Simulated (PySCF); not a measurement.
# CH₇O₂Si₃ (doublet): what the fields show

```xyz
13

O    -0.5547    2.2596   -1.2393
C     0.0596    1.9300   -0.2459
Si   -0.3060    0.3522    0.7716
Si   -2.0018   -0.8982   -0.1518
O     1.0975   -0.5056    0.6678
Si    2.4809   -1.0696    0.0672
H     0.9534    2.5269    0.0487
H    -0.2931    0.7546    2.1852
H    -3.0467   -1.1711    0.8438
H    -1.5419   -2.2110   -0.6300
H    -2.6455   -0.2360   -1.2862
H     3.5270   -0.0703    0.1939
H     2.2670   -1.6611   -1.2426
```

Geometry: GFN2-xTB.

Level of theory: UKS B3LYP, pcH-1 on C H O Si, non-relativistic, mean-field spin-orbit, GIAO in PySCF 2.14.0, density-fitted response routines.

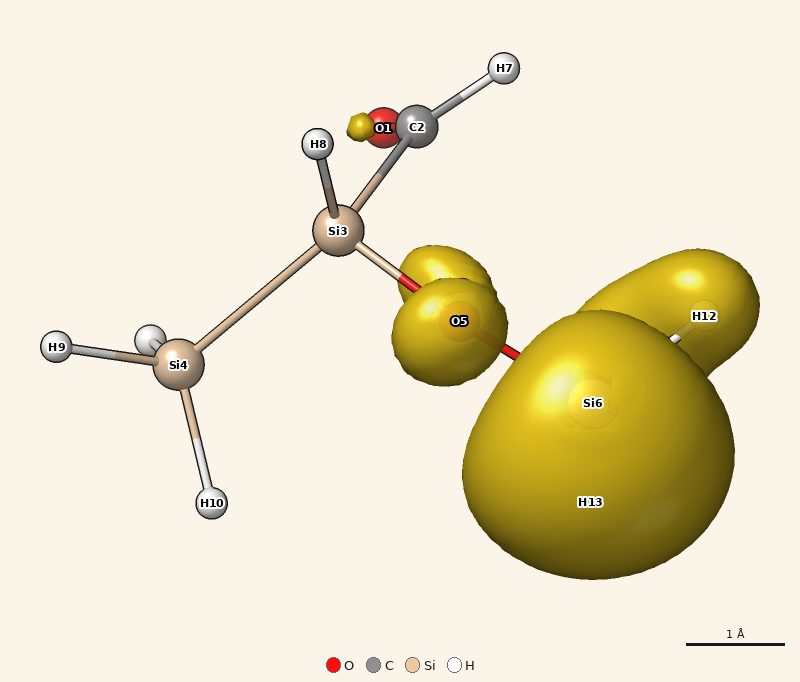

Figure 1. Isosurface of the spin density at +0.015 e/Å³ (yellow), seen at a tilt.

Describe the spin distribution.

The unpaired spin (1 electron) lies mostly on Si6 (about 0.8) and O5 (about 0.1), in electrons by Hirshfeld's partition.

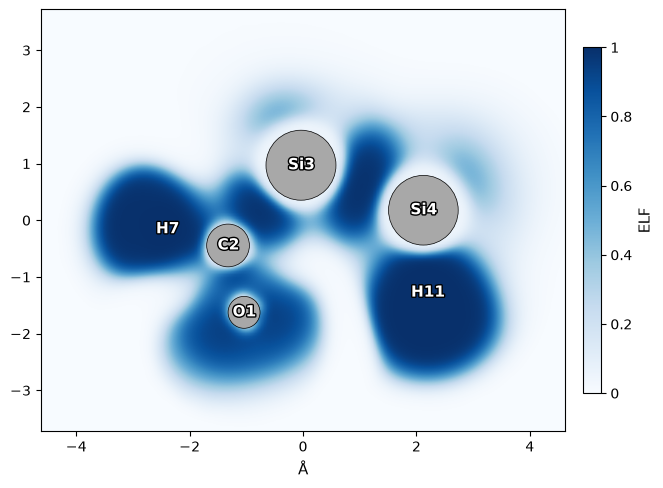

Figure 2. ELF on the plane of atoms C2, Si3 and Si4. Grey discs cover the atomic cores.

Interpret the plot.

- The plane passes through O, C, Si and H nuclei.
- C–O (1.21 Å): the ELF peaks at about 0.85 between the atoms; a multiple bond.
- C–Si (1.91 Å): the ELF peaks at about 1 between the atoms, as expected for a covalent bond.
- Si–Si (2.30 Å): the ELF peaks at about 1 between the atoms, as expected for a shared electron pair.
- C–H (1.11 Å): the ELF climbs to about 1 towards the hydrogen, as it does in any bond to H: an ordinary covalent bond to hydrogen.
- Si–H (1.46 Å): the ELF climbs to about 1 towards the hydrogen.
- The ELF also peaks beside O1, away from the bonds: non-bonding electrons, paired or unpaired.

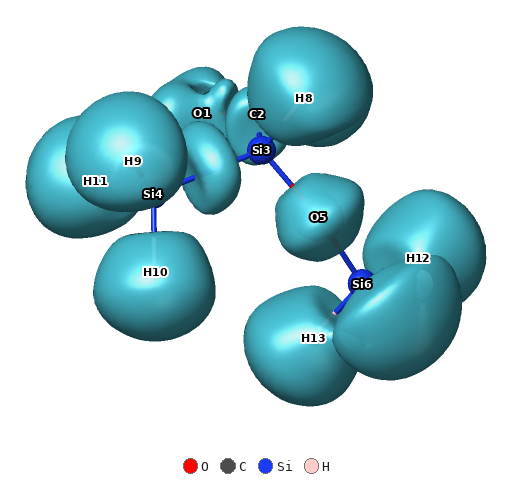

Figure 3. Isosurface of the ELF at 0.75 (cyan), seen at an oblique angle. Core shells and regions of very low density are left out.

Where are the electrons localised?

The surface consists of one region between bonded C–Si atoms (shared pairs), one region between bonded Si–Si atoms (shared pairs), five regions around hydrogen nuclei, one region on O in which the atom's valence shell and bonds are merged, one region wrapped around O (its lone pairs, merged into a ring or cap) and one joined region spread over several atoms (H, Si), in which their bonds and any lone pairs are merged.


 Si–O (1.61 Å): the ELF peaks at about 0.85 between the atoms (a short, strongly polar bond).

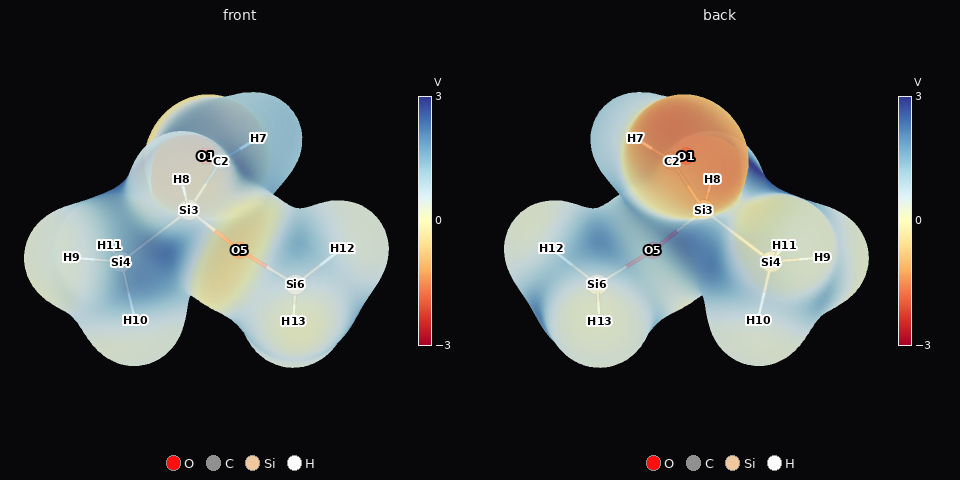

Figure 4. The molecular electrostatic potential painted on the density surface at 0.004 e/bohr³, seen from the front and from behind; the colour scale runs from red (negative) to blue (positive).

Describe the electrostatic potential map.

The most negative region (about −1.6 V, or −37 kcal/mol for a unit charge) lies over O1, the most positive (about +2.8 V, or +65 kcal/mol for a unit charge) over Si3. O1 is the likeliest acceptor of a hydrogen bond.
